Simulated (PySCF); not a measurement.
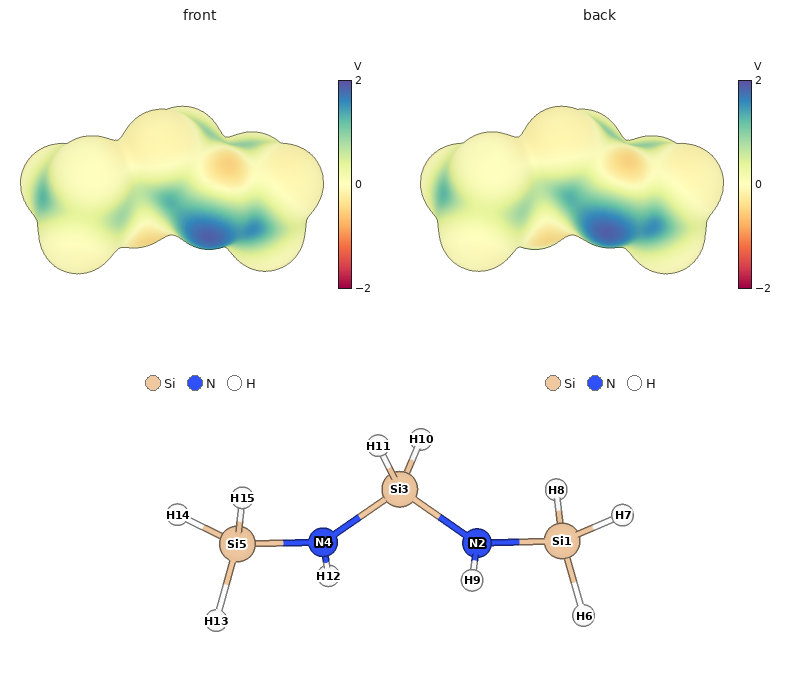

*H10N2Si3 (SMILES [SiH3]N[SiH2]N[SiH3]). The electrostatic potential painted on the density surface at 0.002 e/bohr³, seen from the front and from behind; red is negative and blue positive. The bare structure is drawn below in the same view.*

Geometry: PBE0-D3(BJ)/def2-SVP.

These are results of PySCF 2.14.0, PBE0/pcSseg-1, SCF density, gas phase, non-relativistic, not measurements.

Input

```
{"job": {"kind": "nmr", "xc": "PBE0", "basis": "pcSseg-1"}, "charge": 0, "multiplicity": 1}
Si     2.968625     0.443674     0.036843
N      1.407713    -0.299627     0.240846
Si    -0.129318     0.427770     0.599628
N     -1.325968     0.027233    -0.594919
Si    -2.896142    -0.697681    -0.395990
H      3.603790     0.018240    -1.250550
H      3.927296     0.096044     1.133310
H      2.764614     1.921319     0.024103
H      1.395015    -1.314893     0.168888
H      0.154918     1.891928     0.669384
H     -0.710088    -0.051407     1.889063
H     -1.086122     0.292576    -1.548058
H     -3.061948    -1.880030    -1.299584
H     -4.017306     0.246648    -0.702498
H     -3.010724    -1.139142     1.024250
```

Command:

```sh
OMP_NUM_THREADS=1 python probes_run.py task.json out
```

Question: Describe the electrostatic potential map.

Answer: The most negative region (about −0.4 V, or −9 kcal/mol for a unit charge) lies over N2 and N4, the most positive (about +1.8 V, or +42 kcal/mol for a unit charge) over H9 and H12.

Question: What dipole moment does the calculation give?

Answer: Its dipole moment is 1.02 D.
